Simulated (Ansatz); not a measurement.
# SiNH3 (triplet): correlated methods under varied settings at distance N1–H4 along a hydrogen transfer = 1.514 Å

Aim: run SiNH3 (triplet) at one geometry under a spread of methods and options, and see what each costs and gives.

Method: the settings change from run to run; program: Ansatz 0.2.0, Gaussian basis.

7 further runs of the same task are left out: 6 that didn't finish, 1 set aside as unsound or not needed.

**1. The geometry**

The geometry derives from fragments relaxed apart (PBE0/def2-TZVP) and kept rigid, so it is no stationary point. A hydrogen atom is moved between rigid fragments.

5 atoms, charge 0, spin multiplicity 3.

Atoms are counted from 1 here; the program's logs count them from 0.

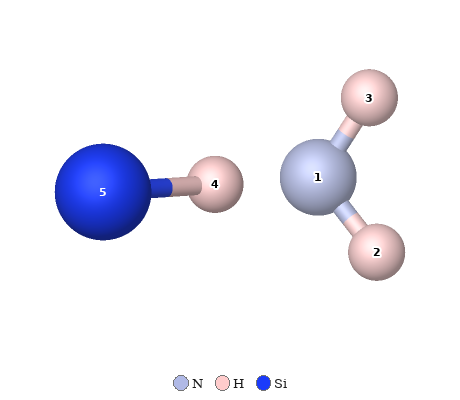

The geometry (nitrogen light blue, hydrogen pink, silicon blue); atoms are numbered from 1 in the order of the file.

Coordinates:

```tsv
atom	x (Å)	y (Å)	z (Å)
N1	-1.9840	-0.0126	-0.0197
H2	-2.2812	0.9552	-0.0197
H3	-2.2812	-0.4149	0.8606
H4	-0.4700	-0.0126	-0.0197
Si5	1.1700	-0.0126	-0.0197
```

**2. MP2 on ROHF/def2-SVP**

Input file in.yaml:

```yaml
crystal:
  periodic: [false, false, false]
  atoms:
    - {symbol: N, position_ang: [-1.983961, -0.012635, -0.019666]}
    - {symbol: H, position_ang: [-2.281240, 0.955198, -0.019665]}
    - {symbol: H, position_ang: [-2.281240, -0.414935, 0.860594]}
    - {symbol: H, position_ang: [-0.469961, -0.012635, -0.019666]}
    - {symbol: Si, position_ang: [1.170039, -0.012634, -0.019666]}
basis:
  gaussian: {orbitals: def2-SVP, point_charges: [{charge: -0.50, position_ang: [5.255, 0.767, -0.953]}]}
magnetization: {spin_polarized: false, initial_magnetization: 2}
correlation: {method: mp2, electrons: valence}
scf: {lower_state_search: off}
output: {forces: true}
```

Command:

```sh
> ansatz run in.yaml --threads 1 --pin off --events-out ev --progress --plain --max-ram 2393MiB
```

The program printed, shortened:

```text
Functional definition: HF
  name "HF"
  cite "Fock, Z. Phys. 61, 126 (1930) doi:10.1007/BF01340294"
  parent pbe
[...]
470 factors; integrals over basis functions are off by at most 1.5e-3 eV
[...]
mean field -9382.71361944 eV, -344.8083656827 hartree, gradient 1.4e-6 eV, S^2 2.000000; 0 other end points of the search recorded, 0 dependent functions left out
6 core orbitals not correlated: weight in the atoms' cores, before any rotation towards them, 1.000 or more for the frozen orbitals, at most 0.000 for the correlated occupied ones
reference -9382.71361944 eV, -344.8083656827 hartree; 7, 5 occupied and 34, 36 virtual orbitals, 470 factors
second order -6.38570424 eV of doubles, -0.18143120 eV of singles
[...]
Total energy: -9389.28075488 eV, -345.0497034587 hartree
Atom 0 at    -1.983961    -0.012635    -0.019666 Å, force     1.600120    -0.904572    -1.421925 eV/Å
Atom 1 at    -2.281240     0.955198    -0.019665 Å, force     0.208039     0.690108     0.330394 eV/Å
Atom 2 at    -2.281240    -0.414935     0.860594 Å, force     0.206689     0.011489     0.767189 eV/Å
Atom 3 at    -0.469961    -0.012635    -0.019666 Å, force    -2.543784     0.185680     0.317133 eV/Å
Atom 4 at     1.170039    -0.012634    -0.019666 Å, force     0.540910     0.021760     0.003162 eV/Å
Dipole moment:     0.371417     0.184839     0.242194 e Å
Checks for a lower state left out: starts, cluster_reference, orbital_swaps, neighbouring_geometries, increment
```

It took 0.66 s on 1 thread of Arm Neoverse V2, shared host.

**3. BCCD(T)/6-31G***

Input file in.yaml:

```yaml
crystal:
  periodic: [false, false, false]
  atoms:
    - {symbol: N, position_ang: [-1.983961, -0.012635, -0.019666]}
    - {symbol: H, position_ang: [-2.281240, 0.955198, -0.019665]}
    - {symbol: H, position_ang: [-2.281240, -0.414935, 0.860594]}
    - {symbol: H, position_ang: [-0.469961, -0.012635, -0.019666]}
    - {symbol: Si, position_ang: [1.170039, -0.012634, -0.019666]}
basis:
  gaussian: {orbitals: "6-31G*", fitting: {mean_field: def2-universal-jkfit}}
magnetization: {spin_polarized: true, initial_magnetization: 2}
hamiltonian: {xc: {name: PBE0}}
correlation: {method: bccd_t, electrons: valence}
```

The command is unchanged.

The program printed, shortened:

```text
Functional definition: PBE0
  name "PBE0"
  cite "Adamo & Barone, J. Chem. Phys. 110, 6158 (1999) doi:10.1063/1.478522"
  cite "Perdew, Burke & Ernzerhof, Phys. Rev. Lett. 77, 3865 (1996) doi:10.1103/PhysRevLett.77.3865"
  parent pbe
[...]
259 factors; integrals over basis functions are off by at most 3.5e-2 eV
[...]
mean field -9405.59752718 eV, -345.6493337807 hartree, gradient 3.6e-6 eV, S^2 2.020002; 4 other end points of the search recorded, 0 dependent functions left out
6 core orbitals not correlated: weight in the atoms' cores, before any rotation towards them, 1.000 or more for the frozen orbitals, at most 0.000 for the correlated occupied ones
reference -9385.85935625 eV, -344.9239693782 hartree; 7, 5 occupied and 27, 29 virtual orbitals, 259 factors
second order -6.09314402 eV of doubles, -0.19772011 eV of singles
cycle   1  -6.63604237 eV  change   -3.4e-1 eV  update   8.0e-2
[...]
cycle  18  -6.98657701 eV  change    7.1e-6 eV  update   1.3e-5
perturbative correction -0.16720885 eV, -0.0061448121 hartree
Total energy: -9393.01314212 eV, -345.1868661598 hartree
```

It took 3.8 s on 1 thread of Arm Neoverse V2, shared host.

From the report: ⟨S²⟩ of the determinant 2.020 (pure triplet: 2.00); correlation -7.1538 eV; largest double amplitude 0.06.

**4. CCSD/cc-pVDZ**

Changes to in.yaml since step 3:

```diff
@@ -9,5 +9,7 @@
 basis:
-  gaussian: {orbitals: "6-31G*", fitting: {mean_field: def2-universal-jkfit}}
-magnetization: {spin_polarized: true, initial_magnetization: 2}
-hamiltonian: {xc: {name: PBE0}}
-correlation: {method: bccd_t, electrons: valence}
+  gaussian: {orbitals: cc-pVDZ}
+magnetization: {spin_polarized: false, initial_magnetization: 2}
+hamiltonian: {xc: {name: PBE}}
+correlation: {method: ccsd, electrons: outside_noble_gas}
+accuracy: high
+scf: {lower_state_search: off}
```

The command is unchanged.

The program printed, shortened:

```text
Functional definition: PBE
  name "PBE"
  cite "Perdew, Burke & Ernzerhof, Phys. Rev. Lett. 77, 3865 (1996) doi:10.1103/PhysRevLett.77.3865"
  parent pbe
[...]
998 factors; integrals over basis functions are off by at most 3.1e-9 eV
[...]
mean field -9405.53822710 eV, -345.6471545430 hartree, gradient 4.9e-8 eV, S^2 2.000000; 0 other end points of the search recorded, 0 dependent functions left out
6 core orbitals not correlated: weight in the atoms' cores, before any rotation towards them, 1.000 or more for the frozen orbitals, at most 0.000 for the correlated occupied ones
reference -9385.66877153 eV, -344.9169655191 hartree; 7, 5 occupied and 34, 36 virtual orbitals, 998 factors
second order -7.53288856 eV of doubles, -0.59664173 eV of singles
cycle   1  -8.00090792 eV  change    1.4e-1 eV  update   1.4e-1
[...]
cycle  39  -8.63297370 eV  change  -2.3e-10 eV  update  9.7e-10
Total energy: -9394.30174523 eV, -345.2342214507 hartree
Checks for a lower state left out: stability, starts, cluster_reference, orbital_swaps, neighbouring_geometries, increment
```

It took 4.8 s on 1 thread of Arm Neoverse V2, shared host.

From the report: correlation -8.6330 eV; T1 0.069; largest double amplitude 0.05. The orbitals are Kohn-Sham ones, so correlation energy and T1 don't compare with those on Hartree-Fock orbitals.

**5. CCSD(T) on ROHF/cc-pVDZ**

Changes to in.yaml since step 4:

```diff
@@ -11,5 +11,3 @@
 magnetization: {spin_polarized: false, initial_magnetization: 2}
-hamiltonian: {xc: {name: PBE}}
-correlation: {method: ccsd, electrons: outside_noble_gas}
+correlation: {method: ccsd_t, electrons: outside_noble_gas}
 accuracy: high
-scf: {lower_state_search: off}
```

Launched as before.

The program printed, shortened:

```text
Functional definition: HF
  name "HF"
  cite "Fock, Z. Phys. 61, 126 (1930) doi:10.1007/BF01340294"
  parent pbe
[...]
998 factors; integrals over basis functions are off by at most 3.1e-9 eV
[...]
mean field -9386.72432711 eV, -344.9557564710 hartree, gradient 3.0e-8 eV, S^2 2.000000; 14 other end points of the search recorded, 0 dependent functions left out
[...]
determinant -9386.72432711 eV, -344.9557564710 hartree, with singles and doubles -9394.42211195 eV, -345.2386448462 hartree
determinant -9386.69728149 eV, -344.9547625629 hartree, with singles and doubles -9394.38681096 eV, -345.2373475586 hartree
determinant -9385.81142784 eV, -344.9222080418 hartree, with singles and doubles -9393.96275429 eV, -345.2217637636 hartree
determinant -9383.46933663 eV, -344.8361377770 hartree, with singles and doubles -9390.95898755 eV, -345.1113773719 hartree
determinant -9383.45733991 eV, -344.8356969060 hartree, with singles and doubles -9390.90756868 eV, -345.1094877631 hartree
determinant -9386.72432711 eV, -344.9557564710 hartree, with singles and doubles -9394.43094143 eV, -345.2389693235 hartree
determinant -9386.69728149 eV, -344.9547625629 hartree, with singles and doubles -9394.39295634 eV, -345.2375733974 hartree
determinant -9385.81142784 eV, -344.9222080418 hartree, with singles and doubles -9393.96571769 eV, -345.2218726664 hartree
[...]
6 core orbitals not correlated: weight in the atoms' cores, before any rotation towards them, 1.000 or more for the frozen orbitals, at most 0.000 for the correlated occupied ones
reference -9386.72432711 eV, -344.9557564710 hartree; 7, 5 occupied and 34, 36 virtual orbitals, 998 factors
second order -6.35746346 eV of doubles, -0.17651253 eV of singles
cycle   1  -7.70661536 eV  change   -1.0e-6 eV  update   5.8e-6
[...]
cycle  21  -7.70660472 eV  change  -5.6e-10 eV  update   1.1e-9
perturbative correction -0.20186684 eV, -0.0074184697 hartree
Total energy: -9394.63279867 eV, -345.2463874404 hartree
```

Run time: 20 s. Hardware: 1 thread of Arm Neoverse V2, shared host.

From the report: correlation -7.9085 eV; T1 0.048; largest double amplitude 0.07.

**6. The runs in one table**

Where basis and cores are those of an earlier UCCSDT(Q)/cc-pVDZ run (-9394.6908 eV), and the state is the same kind, the miss against it is given.

```tsv
level	correlated	functions	energy (eV)	from UCCSDT(Q) (meV)	time
MP2 on ROHF/def2-SVP (beside a point charge)	valence	47	-9389.2808		0.66 s
BCCD(T)/6-31G* (on PBE0 orbitals)	valence	40	-9393.0131		3.8 s
CCSD/cc-pVDZ (on PBE orbitals)	outside noble gas	47	-9394.3017	389.0	4.8 s
CCSD(T) on ROHF/cc-pVDZ	outside noble gas	47	-9394.6328	58.0	20 s
```

**7. Summary of results**

```
quantity                                                 value
    runs                                                     4
quickest  MP2 on ROHF/def2-SVP (beside a point charge), 0.66 s
 slowest                         CCSD(T) on ROHF/cc-pVDZ, 20 s
```

Total energies in different bases, with other cores or another treatment of relativity can't be set against each other. CCSD(T) on ROHF/cc-pVDZ took 30 times as long as MP2 on ROHF/def2-SVP (beside a point charge); the jobs differ in more than the method. Among the correlated runs with a miss given, it spans +58 to +389 meV. Cores frozen from Kohn-Sham orbitals shift the total energy.
